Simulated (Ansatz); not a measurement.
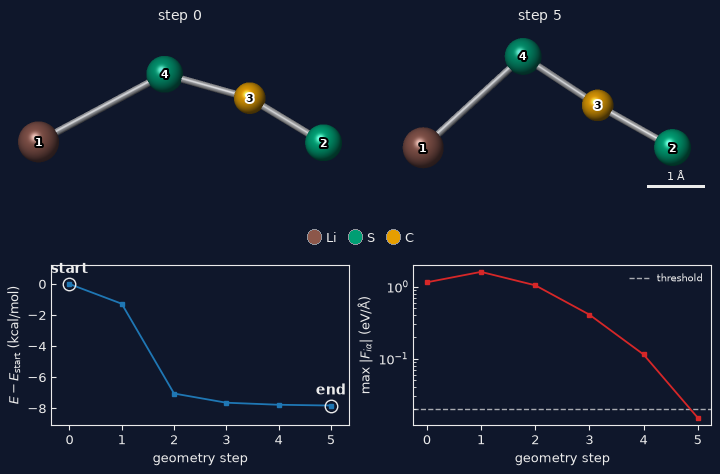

First and last geometry of a relaxation of LiCS2 (charge +1), with the history of the run. The picture is a ball-and-stick view, seen face on.

The run prepares the start of a later molecular dynamics calculation, from a guessed geometry.

The calculation used RKS B3LYP/def2-SVP in Ansatz.

Input file:
```yaml
crystal:
  periodic: [false, false, false]
  atoms:
    - { symbol: Li, position_ang: [-0.3092, -0.1126, -2.7941] }
    - { symbol: S, position_ang: [1.0792, 0.4111, 2.0634] }
    - { symbol: C, position_ang: [0.027, -0.0298, 1.0309] }
    - { symbol: S, position_ang: [-0.797, -0.2687, -0.3002] }
total_charge: 1
basis:
  gaussian: { orbitals: def2-SVP }
hamiltonian:
  xc: b3lyp
relax:
  f_tol: 0.02
  max_steps: 40
output:
  orbitals: {}
```

Run as
```bash
ansatz run input.yaml --threads 1 --pin off --max-ram 2048MiB --backend cpu --events-out ev --progress --plain --runs-dir out
```

**What do the curves and the structures tell?**

It converged. The energy falls by 7.82 kcal/mol in 5 geometry steps. Largest force component: 1.2 eV/Å at the start, 0.015 eV/Å at the end. The atom that moves furthest after the best rigid fit is Li1 (0.45 Å). By element the largest moves are Li 0.45 Å, S 0.32 Å, C 0.25 Å. Among the contacts that change: Li1–S4 2.546 → 2.409 Å, C3–S4 1.584 → 1.597 Å. Among the angles between lasting bonds that change: Li1–S4–C3 135.6° → 104.0°, S2–C3–S4 164.4° → 176.1°.
